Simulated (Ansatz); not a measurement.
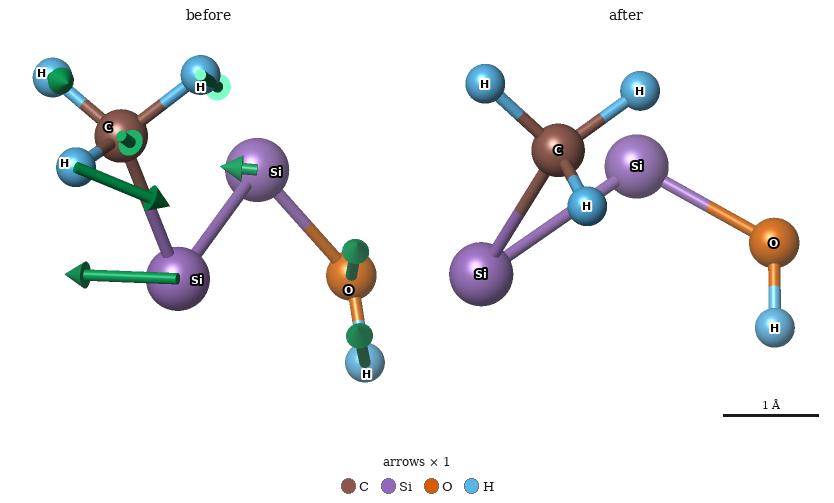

The structure of CH$_{4}$OSi$_{2}$ before (left) and after (right) a relaxation, at one scale. The green arrows give the displacements, at their true length.

The picture is a ball-and-stick view, seen from a free direction.

Level of theory: RKS PBE0-D4/def2-TZVP (Ansatz 0.2.0). Set-up: force threshold 0.005 eV/Å; at most 200 steps.

Describe what moved and what it gained.

Answer. The energy falls by 8.15 kcal/mol in 33 accepted moves (40 points after the start). The largest force component goes from 1.1 to 0.0022 eV/Å. The line search rejected the trial steps at points 7, 9, 17, 18, 20, 32, 39 of the run. The largest move after the best rigid fit is that of a Si atom, 1.31 Å. By element the largest moves are Si 1.31 Å, H 1.16 Å, O 0.93 Å, C 0.47 Å. Among the contacts that change: Si–Si 2.295 → 2.377 Å, C–H 1.090 → 1.109 Å, O–Si 1.648 → 1.666 Å, C–Si 1.930 → 1.944 Å. Among the angles between lasting bonds that change: C–Si–Si 98.8° → 74.2°, Si–C–H 111.3° → 122.3°, Si–O–H 129.0° → 119.7°. Groups turn about Si–Si by about 70°, C–Si by about 60°.
